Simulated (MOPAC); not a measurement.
Geometry relaxation of CH6F2Si2 (charge +1) (part 2 of 4)

The same run, continued: CH6F2Si2, charge +1, multiplicity 2; PM6-D3, unrestricted, dispersion D3 (MOPAC 23.2.5). The starting geometry was optimised with PM6-D3.

Geometry of the input (Å):
```
C  -1.0516  1.2816  0.9565
Si 0.2522  0.0665  0.4528
Si 0.5906  -1.0807  -1.1259
F  -0.4099  -2.2741  -1.4124
F  0.9367  -0.3780  -2.5020
H  -2.0532  0.8234  1.0003
H  -0.8583  1.7150  1.9504
H  -1.1283  2.1264  0.2526
H  0.3470  -1.0856  1.4183
H  1.6162  0.7022  0.3918
H  1.8324  -1.6214  -0.5322
```

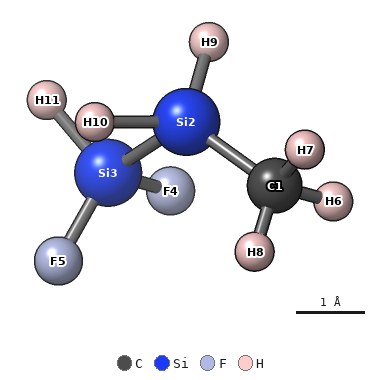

Fig. 1: The geometry at step 33 of the log (ball-and-stick view, seen at a tilt; atoms are numbered from 1 in the order of the input).

Trajectory as extended XYZ, continued:
```
11
Properties=species:S:1:pos:R:3:forces:R:3 step=11 energy=-0.42331
C    -1.0503    1.2162    0.8430   -0.0191  -0.0137  -0.0202
Si    0.2910    0.0660    0.5031    0.0047  -0.0010   0.0154
Si    0.6608   -1.1190   -1.0962    0.0348  -0.0163   0.0593
F    -0.4719   -2.1778   -1.3085   -0.0431   0.0368  -0.0451
F     0.8827   -0.2567   -2.3852   -0.0331  -0.0340  -0.0755
H    -2.0765    0.7942    0.8921   -0.0368  -0.0168  -0.0007
H    -0.8899    1.6710    1.8507   -0.0891   0.1292  -0.0274
H    -1.1449    2.0621    0.1250   -0.0067   0.0328   0.0838
H     0.3032   -1.2436    1.2202    0.0348  -0.0625   0.0549
H     1.6062    0.6445    0.0812    0.0819  -0.0280   0.0167
H     1.8813   -1.7823   -0.6768    0.0717  -0.0265  -0.0612
11
Properties=species:S:1:pos:R:3:forces:R:3 step=13 energy=-0.43413
C    -1.0599    1.2165    0.8393    0.1530   0.0064   0.0681
Si    0.2838    0.0620    0.5076    0.0593   0.0055   0.0265
Si    0.6824   -1.1204   -1.0894    0.0057   0.0313  -0.0313
F    -0.4763   -2.1512   -1.3010   -0.0330  -0.0047  -0.0302
F     0.8710   -0.2641   -2.3907   -0.0087  -0.0433   0.0093
H    -2.0757    0.7701    0.8944   -0.0458   0.0532  -0.0390
H    -0.9126    1.7049    1.8344   -0.0881   0.0300  -0.0167
H    -1.1419    2.0694    0.1282   -0.0858  -0.0387   0.0046
H     0.3126   -1.2561    1.2175    0.0120  -0.0196   0.0243
H     1.6181    0.6178    0.0938    0.0134  -0.0310   0.0045
H     1.9059   -1.8163   -0.7315    0.0181   0.0108  -0.0201
11
Properties=species:S:1:pos:R:3:forces:R:3 step=15 energy=-0.43796
C    -1.0592    1.2175    0.8428    0.0527   0.0167  -0.0133
Si    0.2860    0.0595    0.5192    0.0312  -0.0098   0.0137
Si    0.6864   -1.1171   -1.0888   -0.0048   0.0023  -0.0229
F    -0.4757   -2.1445   -1.3056   -0.0120   0.0088   0.0031
F     0.8658   -0.2736   -2.3972   -0.0044   0.0029   0.0131
H    -2.0803    0.7733    0.8773    0.0336   0.0359   0.0162
H    -0.9299    1.7252    1.8288   -0.0722  -0.0214   0.0147
H    -1.1513    2.0670    0.1290   -0.0250  -0.0360  -0.0290
H     0.3162   -1.2603    1.2303    0.0136   0.0147  -0.0041
H     1.6227    0.6084    0.0983    0.0002  -0.0314   0.0023
H     1.9145   -1.8190   -0.7553   -0.0129   0.0173   0.0061
11
Properties=species:S:1:pos:R:3:forces:R:3 step=17 energy=-0.43948
C    -1.0562    1.2181    0.8408   -0.0210  -0.0052  -0.0203
Si    0.2882    0.0567    0.5245    0.0002  -0.0043  -0.0037
Si    0.6889   -1.1160   -1.0890   -0.0159   0.0001   0.0083
F    -0.4770   -2.1398   -1.3042   -0.0068   0.0047   0.0062
F     0.8620   -0.2730   -2.3969    0.0010   0.0235  -0.0083
H    -2.0792    0.7788    0.8738    0.0208  -0.0153   0.0149
H    -0.9455    1.7289    1.8269   -0.0232  -0.0008  -0.0059
H    -1.1579    2.0561    0.1149    0.0257  -0.0086  -0.0075
H     0.3187   -1.2629    1.2329    0.0115   0.0033   0.0091
H     1.6247    0.5971    0.0978    0.0285  -0.0101  -0.0040
H     1.9183   -1.8200   -0.7650   -0.0209   0.0127   0.0111
11
Properties=species:S:1:pos:R:3:forces:R:3 step=19 energy=-0.44012
C    -1.0552    1.2167    0.8365   -0.0121  -0.0164   0.0092
Si    0.2898    0.0538    0.5260    0.0036   0.0061   0.0045
Si    0.6891   -1.1150   -1.0894   -0.0113   0.0144   0.0002
F    -0.4791   -2.1369   -1.3012   -0.0062   0.0004   0.0012
F     0.8608   -0.2687   -2.3965    0.0008   0.0110   0.0014
H    -2.0764    0.7768    0.8785   -0.0110  -0.0347  -0.0179
H    -0.9538    1.7297    1.8222    0.0102   0.0197  -0.0141
H    -1.1572    2.0491    0.1041    0.0238  -0.0074   0.0022
H     0.3212   -1.2634    1.2380    0.0072   0.0052   0.0121
H     1.6287    0.5888    0.0962    0.0166  -0.0038  -0.0027
H     1.9177   -1.8192   -0.7632   -0.0216   0.0055   0.0039
11
Properties=species:S:1:pos:R:3:forces:R:3 step=20 energy=-0.44061
C    -1.0548    1.2143    0.8326    0.0018  -0.0166   0.0200
Si    0.2920    0.0509    0.5283    0.0089   0.0108   0.0121
Si    0.6886   -1.1134   -1.0901   -0.0082   0.0232  -0.0055
F    -0.4814   -2.1341   -1.2983   -0.0026   0.0011  -0.0025
F     0.8599   -0.2647   -2.3967   -0.0003  -0.0002   0.0115
H    -2.0743    0.7716    0.8789   -0.0199  -0.0369  -0.0352
H    -0.9605    1.7332    1.8158    0.0264   0.0215  -0.0137
H    -1.1550    2.0426    0.0954    0.0148  -0.0117   0.0034
H     0.3239   -1.2631    1.2455    0.0053   0.0102   0.0111
H     1.6334    0.5810    0.0940   -0.0045  -0.0001   0.0019
H     1.9162   -1.8180   -0.7608   -0.0217  -0.0014  -0.0030
11
Properties=species:S:1:pos:R:3:forces:R:3 step=22 energy=-0.44206
C    -1.0528    1.2015    0.8181    0.0239   0.0064  -0.0003
Si    0.3037    0.0403    0.5428    0.0040   0.0035   0.0210
Si    0.6839   -1.1041   -1.0931   -0.0004   0.0146   0.0001
F    -0.4905   -2.1233   -1.2882    0.0108   0.0201  -0.0105
F     0.8558   -0.2507   -2.3982   -0.0065  -0.0148   0.0242
H    -2.0677    0.7438    0.8589    0.0133  -0.0057  -0.0298
H    -0.9808    1.7503    1.7867    0.0311  -0.0201  -0.0076
H    -1.1450    2.0151    0.0635   -0.0141  -0.0166  -0.0075
H     0.3348   -1.2585    1.2819    0.0111   0.0167   0.0097
H     1.6494    0.5537    0.0853   -0.0574   0.0209   0.0207
H     1.9061   -1.8137   -0.7556   -0.0158  -0.0249  -0.0199
11
Properties=species:S:1:pos:R:3:forces:R:3 step=24 energy=-0.44348
C    -1.0488    1.1900    0.8026   -0.0305   0.0031  -0.0639
Si    0.3150    0.0330    0.5612   -0.0295  -0.0346  -0.0168
Si    0.6794   -1.0951   -1.0929    0.0148  -0.0411   0.0169
F    -0.4955   -2.1116   -1.2831   -0.0247   0.0150  -0.0045
F     0.8475   -0.2433   -2.3958   -0.0037   0.0345  -0.0184
H    -2.0608    0.7190    0.8172    0.0490   0.0375   0.0473
H    -0.9838    1.7537    1.7623   -0.0287  -0.0345   0.0048
H    -1.1397    1.9910    0.0351   -0.0015   0.0119  -0.0099
H     0.3443   -1.2515    1.3164    0.0315  -0.0078   0.0254
H     1.6494    0.5486    0.0872    0.0191   0.0322   0.0115
H     1.8955   -1.8222   -0.7747    0.0042  -0.0162   0.0077
11
Properties=species:S:1:pos:R:3:forces:R:3 step=26 energy=-0.44513
C    -1.0475    1.1880    0.7915    0.0086  -0.0157   0.0205
Si    0.3159    0.0270    0.5629    0.0114  -0.0149   0.0088
Si    0.6816   -1.0960   -1.0943    0.0066  -0.0088  -0.0213
F    -0.4988   -2.1063   -1.2787   -0.0325   0.0017  -0.0069
F     0.8439   -0.2355   -2.3946    0.0030   0.0117   0.0104
H    -2.0553    0.7176    0.8266   -0.0424  -0.0011  -0.0208
H    -0.9886    1.7483    1.7539    0.0164   0.0127  -0.0056
H    -1.1388    1.9853    0.0207   -0.0084  -0.0003  -0.0019
H     0.3511   -1.2488    1.3352    0.0222   0.0214   0.0059
H     1.6514    0.5501    0.0955    0.0014   0.0105   0.0063
H     1.8945   -1.8278   -0.7761    0.0137  -0.0172   0.0045
11
Properties=species:S:1:pos:R:3:forces:R:3 step=28 energy=-0.44660
C    -1.0425    1.1696    0.7625   -0.0055  -0.0109   0.0135
Si    0.3313    0.0107    0.5845    0.0067   0.0050  -0.0029
Si    0.6794   -1.0886   -1.0987   -0.0001  -0.0216  -0.0049
F    -0.5123   -2.0874   -1.2653   -0.0411  -0.0025  -0.0132
F     0.8320   -0.2133   -2.3912    0.0166   0.0079   0.0156
H    -2.0450    0.6875    0.7905   -0.0524   0.0095  -0.0070
H    -1.0024    1.7536    1.7117    0.0118   0.0017  -0.0059
H    -1.1307    1.9492   -0.0270   -0.0011  -0.0090   0.0055
H     0.3729   -1.2336    1.4000    0.0301   0.0229  -0.0051
H     1.6600    0.5409    0.1057    0.0178   0.0010   0.0039
H     1.8828   -1.8412   -0.7889    0.0172  -0.0040   0.0005
11
Properties=species:S:1:pos:R:3:forces:R:3 step=30 energy=-0.44726
C    -1.0407    1.1420    0.7279   -0.0409   0.0197  -0.0514
Si    0.3531   -0.0036    0.6024   -0.0219   0.0193   0.0040
Si    0.6801   -1.0926   -1.1059   -0.0694   0.0060   0.0316
F    -0.5379   -2.0656   -1.2494    0.0032   0.0111  -0.0147
F     0.8191   -0.1770   -2.3751    0.0330  -0.0278   0.0211
H    -2.0454    0.6594    0.7454    0.0226   0.0177   0.0301
H    -1.0123    1.7569    1.6579   -0.0088  -0.0335   0.0131
H    -1.1228    1.9028   -0.0811    0.0086  -0.0192  -0.0046
H     0.4108   -1.2005    1.4775    0.0344  -0.0013  -0.0169
H     1.6734    0.5424    0.1232    0.0337  -0.0007   0.0037
H     1.8757   -1.8647   -0.8067    0.0056   0.0087  -0.0160
11
Properties=species:S:1:pos:R:3:forces:R:3 step=32 energy=-0.44812
C    -1.0456    1.1653    0.7602   -0.0107   0.0001  -0.0045
Si    0.3365    0.0146    0.5822   -0.0056   0.0109   0.0087
Si    0.6766   -1.0961   -1.1006   -0.0024  -0.0086   0.0029
F    -0.5189   -2.0906   -1.2704   -0.0213   0.0045   0.0009
F     0.8345   -0.2081   -2.3834    0.0110   0.0080  -0.0009
H    -2.0541    0.6943    0.7914   -0.0031  -0.0010  -0.0061
H    -0.9956    1.7481    1.7101    0.0018   0.0010  -0.0023
H    -1.1322    1.9454   -0.0287   -0.0044  -0.0048  -0.0002
H     0.3866   -1.2180    1.4115    0.0244  -0.0099  -0.0014
H     1.6634    0.5556    0.1164    0.0127   0.0055   0.0016
H     1.8851   -1.8426   -0.7902   -0.0023  -0.0056   0.0013
11
Properties=species:S:1:pos:R:3:forces:R:3 step=33 energy=-0.44852
C    -1.0447    1.1569    0.7488   -0.0155   0.0063  -0.0117
Si    0.3429    0.0097    0.5884   -0.0029   0.0092   0.0058
Si    0.6768   -1.0961   -1.1021   -0.0186   0.0004   0.0132
F    -0.5263   -2.0830   -1.2648   -0.0112   0.0031  -0.0040
F     0.8302   -0.1973   -2.3789    0.0173  -0.0049   0.0002
H    -2.0525    0.6841    0.7777    0.0029  -0.0006   0.0007
H    -0.9998    1.7490    1.6931   -0.0019  -0.0031   0.0048
H    -1.1293    1.9303   -0.0469   -0.0043  -0.0025  -0.0046
H     0.3976   -1.2100    1.4341    0.0252  -0.0130  -0.0050
H     1.6677    0.5540    0.1205    0.0158   0.0038   0.0022
H     1.8825   -1.8502   -0.7967   -0.0068   0.0014  -0.0017
11
Properties=species:S:1:pos:R:3:forces:R:3 step=35 energy=-0.44898
C    -1.0443    1.1346    0.7191    0.0293   0.0025   0.0067
Si    0.3640    0.0026    0.6055   -0.0038   0.0031  -0.0027
Si    0.6682   -1.0945   -1.1034   -0.0061  -0.0002   0.0011
F    -0.5466   -2.0686   -1.2587    0.0040   0.0126   0.0041
F     0.8245   -0.1740   -2.3661    0.0080  -0.0178   0.0122
H    -2.0503    0.6590    0.7495    0.0155  -0.0067  -0.0001
H    -1.0093    1.7464    1.6527   -0.0135  -0.0074  -0.0221
H    -1.1234    1.8877   -0.0967   -0.0128  -0.0003   0.0109
H     0.4374   -1.1877    1.4894    0.0089  -0.0017  -0.0241
H     1.6850    0.5553    0.1368   -0.0038   0.0091   0.0102
H     1.8723   -1.8607   -0.8130   -0.0256   0.0069   0.0040
11
Properties=species:S:1:pos:R:3:forces:R:3 step=37 energy=-0.44931
C    -1.0444    1.1400    0.7272    0.0085   0.0030   0.0037
Si    0.3593    0.0061    0.6001    0.0130   0.0011  -0.0038
Si    0.6684   -1.0945   -1.1021   -0.0006  -0.0024  -0.0014
F    -0.5415   -2.0730   -1.2614   -0.0100   0.0058   0.0024
F     0.8275   -0.1817   -2.3686    0.0069  -0.0057  -0.0006
H    -2.0506    0.6648    0.7582    0.0077  -0.0080  -0.0024
H    -1.0068    1.7458    1.6636   -0.0103   0.0042  -0.0037
H    -1.1258    1.8984   -0.0829   -0.0128   0.0062  -0.0004
H     0.4294   -1.1953    1.4686    0.0081  -0.0143  -0.0075
H     1.6816    0.5567    0.1344    0.0010   0.0123   0.0069
H     1.8732   -1.8556   -0.8075   -0.0116  -0.0022   0.0066
11
Properties=species:S:1:pos:R:3:forces:R:3 step=39 energy=-0.44997
C    -1.0445    1.1327    0.7205    0.0015  -0.0031   0.0027
Si    0.3683    0.0090    0.6016    0.0313   0.0025  -0.0062
Si    0.6614   -1.0928   -1.0997    0.0150  -0.0076  -0.0142
F    -0.5493   -2.0685   -1.2602   -0.0315  -0.0040   0.0006
F     0.8305   -0.1806   -2.3640    0.0003   0.0066  -0.0143
H    -2.0474    0.6514    0.7526    0.0012  -0.0124  -0.0045
H    -1.0134    1.7436    1.6529   -0.0069   0.0162   0.0141
H    -1.1300    1.8870   -0.0933   -0.0093   0.0031  -0.0015
H     0.4475   -1.2025    1.4559   -0.0171  -0.0117   0.0097
H     1.6897    0.5661    0.1486    0.0047   0.0236   0.0030
H     1.8648   -1.8541   -0.8044    0.0106  -0.0131   0.0105
11
Properties=species:S:1:pos:R:3:forces:R:3 step=41 energy=-0.45061
C    -1.0443    1.1193    0.7057    0.0109  -0.0039   0.0026
Si    0.3823    0.0076    0.6079    0.0256   0.0054  -0.0066
Si    0.6564   -1.0943   -1.1023   -0.0095   0.0016   0.0029
F    -0.5640   -2.0602   -1.2555   -0.0159   0.0029  -0.0007
F     0.8297   -0.1690   -2.3574    0.0056  -0.0090  -0.0080
H    -2.0449    0.6333    0.7362    0.0124  -0.0128   0.0049
H    -1.0191    1.7410    1.6320   -0.0121  -0.0006   0.0048
H    -1.1317    1.8664   -0.1149   -0.0030  -0.0046   0.0003
H     0.4705   -1.1960    1.4739   -0.0311   0.0062  -0.0020
H     1.6986    0.5828    0.1699    0.0078   0.0179   0.0025
H     1.8566   -1.8611   -0.8026    0.0094  -0.0031  -0.0007
11
Properties=species:S:1:pos:R:3:forces:R:3 step=43 energy=-0.45160
C    -1.0449    1.1097    0.7043   -0.0115   0.0080   0.0000
Si    0.3986    0.0190    0.6051    0.0234   0.0128   0.0028
Si    0.6437   -1.0946   -1.1018    0.0077  -0.0180  -0.0038
F    -0.5783   -2.0583   -1.2590   -0.0190   0.0093   0.0050
F     0.8412   -0.1762   -2.3569    0.0005  -0.0044  -0.0048
H    -2.0379    0.6090    0.7355    0.0085  -0.0070   0.0080
H    -1.0269    1.7335    1.6300   -0.0068  -0.0161   0.0005
H    -1.1443    1.8581   -0.1143    0.0031  -0.0167   0.0032
H     0.4836   -1.2079    1.4427   -0.0438   0.0233   0.0081
H     1.7077    0.6269    0.2093    0.0222   0.0008  -0.0013
H     1.8434   -1.8554   -0.7783    0.0155   0.0079  -0.0178
11
Properties=species:S:1:pos:R:3:forces:R:3 step=45 energy=-0.45294
C    -1.0448    1.0772    0.6751    0.0593  -0.0136  -0.0040
Si    0.4342    0.0224    0.6215   -0.0754   0.0197  -0.0068
Si    0.6344   -1.0974   -1.1066   -0.0479   0.0170   0.0009
F    -0.6150   -2.0323   -1.2514    0.0516   0.0304   0.0271
F     0.8410   -0.1602   -2.3474    0.0013  -0.0202   0.0267
H    -2.0244    0.5508    0.7083    0.0225   0.0049   0.0077
H    -1.0545    1.7249    1.5867    0.0020  -0.0496  -0.0434
H    -1.1466    1.7997   -0.1648   -0.0229   0.0085   0.0078
H     0.5029   -1.1766    1.4966    0.0011   0.0042  -0.0181
H     1.7343    0.6603    0.2586    0.0260  -0.0133   0.0054
H     1.8346   -1.8680   -0.7952   -0.0177   0.0120  -0.0032
11
Properties=species:S:1:pos:R:3:forces:R:3 step=46 energy=-0.45342
C    -1.0440    1.0858    0.6830    0.0147  -0.0054  -0.0033
Si    0.4237    0.0216    0.6165   -0.0169   0.0044   0.0019
Si    0.6375   -1.0955   -1.1046   -0.0188   0.0033  -0.0030
F    -0.6045   -2.0374   -1.2518    0.0195   0.0130   0.0179
F     0.8410   -0.1657   -2.3505    0.0008  -0.0084   0.0103
H    -2.0258    0.5637    0.7168    0.0073   0.0008   0.0011
H    -1.0491    1.7259    1.5984    0.0045  -0.0242  -0.0170
H    -1.1460    1.8148   -0.1511   -0.0201   0.0111   0.0004
H     0.4924   -1.1863    1.4801   -0.0044   0.0063  -0.0111
H     1.7278    0.6486    0.2435    0.0233  -0.0107   0.0063
H     1.8377   -1.8645   -0.7933   -0.0098   0.0099  -0.0037
11
Properties=species:S:1:pos:R:3:forces:R:3 step=48 energy=-0.45408
C    -1.0405    1.0612    0.6573   -0.0226  -0.0043  -0.0014
Si    0.4470    0.0228    0.6248    0.0340   0.0242  -0.0198
Si    0.6254   -1.0881   -1.1028    0.0223  -0.0084   0.0028
F    -0.6265   -2.0156   -1.2368   -0.0249  -0.0151   0.0037
F     0.8431   -0.1577   -2.3425   -0.0069   0.0217  -0.0245
H    -2.0098    0.5161    0.6946   -0.0062   0.0026  -0.0128
H    -1.0712    1.7135    1.5620    0.0195   0.0014   0.0085
H    -1.1538    1.7773   -0.1868   -0.0140   0.0005   0.0049
H     0.5141   -1.1889    1.4800   -0.0159  -0.0116   0.0214
H     1.7523    0.6608    0.2814    0.0025  -0.0096   0.0091
H     1.8211   -1.8671   -0.8015    0.0122  -0.0015   0.0080
11
Properties=species:S:1:pos:R:3:forces:R:3 step=50 energy=-0.45450
C    -1.0402    1.0554    0.6525   -0.0050   0.0020  -0.0092
Si    0.4529    0.0234    0.6255    0.0010  -0.0089   0.0061
Si    0.6234   -1.0896   -1.1058    0.0021   0.0090   0.0025
F    -0.6326   -2.0143   -1.2346   -0.0004  -0.0020   0.0030
F     0.8437   -0.1529   -2.3422   -0.0082  -0.0036   0.0001
H    -2.0086    0.5097    0.6882   -0.0081  -0.0040  -0.0058
H    -1.0695    1.7076    1.5578    0.0130  -0.0030   0.0084
H    -1.1547    1.7714   -0.1907   -0.0151   0.0109  -0.0067
H     0.5135   -1.1803    1.4945   -0.0026   0.0031  -0.0037
H     1.7551    0.6695    0.2938    0.0191  -0.0077   0.0037
H     1.8190   -1.8678   -0.7968    0.0043   0.0042   0.0015
11
Properties=species:S:1:pos:R:3:forces:R:3 step=52 energy=-0.45470
C    -1.0381    1.0383    0.6310    0.0021   0.0055   0.0068
Si    0.4692    0.0220    0.6304   -0.0108  -0.0002  -0.0013
Si    0.6160   -1.0845   -1.1091   -0.0081   0.0046   0.0115
F    -0.6471   -2.0033   -1.2193    0.0090   0.0032  -0.0110
F     0.8428   -0.1436   -2.3413   -0.0120  -0.0116   0.0078
H    -2.0015    0.4820    0.6627    0.0135   0.0037   0.0007
H    -1.0704    1.6870    1.5403   -0.0035  -0.0057  -0.0085
H    -1.1644    1.7562   -0.2086    0.0078  -0.0023  -0.0020
H     0.5165   -1.1729    1.5106    0.0004  -0.0037  -0.0023
H     1.7763    0.6724    0.3323   -0.0028   0.0018   0.0005
H     1.8109   -1.8639   -0.7942    0.0044   0.0046  -0.0023
11
Properties=species:S:1:pos:R:3:forces:R:3 step=54 energy=-0.45488
C    -1.0392    1.0475    0.6411    0.0011  -0.0014  -0.0028
Si    0.4610    0.0229    0.6277   -0.0037   0.0017  -0.0018
Si    0.6198   -1.0860   -1.1072   -0.0006   0.0001   0.0041
F    -0.6390   -2.0086   -1.2258   -0.0007  -0.0031  -0.0042
F     0.8425   -0.1499   -2.3431   -0.0089   0.0000   0.0012
H    -2.0046    0.4955    0.6735    0.0021   0.0004  -0.0016
H    -1.0685    1.6940    1.5512    0.0000   0.0029   0.0013
H    -1.1623    1.7671   -0.1978    0.0034  -0.0003   0.0002
H     0.5114   -1.1785    1.4995   -0.0017  -0.0032   0.0003
H     1.7683    0.6682    0.3173    0.0037   0.0007   0.0019
H     1.8161   -1.8633   -0.7958    0.0055   0.0021   0.0013
```
